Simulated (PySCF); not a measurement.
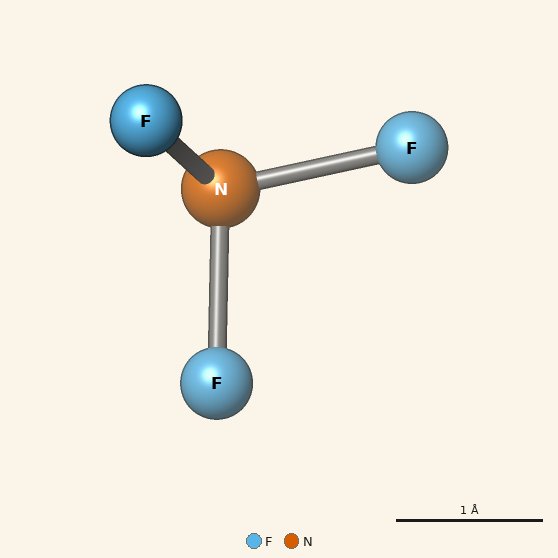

Distant atoms are faded towards the background colour. The computed structure is the end point of a PBE0-D3(BJ)/def2-SVP optimisation. No frequency run is at hand to confirm it as a minimum. Masses are those of the most abundant isotopes; constants are for the rigid equilibrium geometry.

Q: Classify the rotor and give the rotational constants (MHz).

A: An oblate symmetric top (C3v): A = B = 10961, C = 5985 MHz.
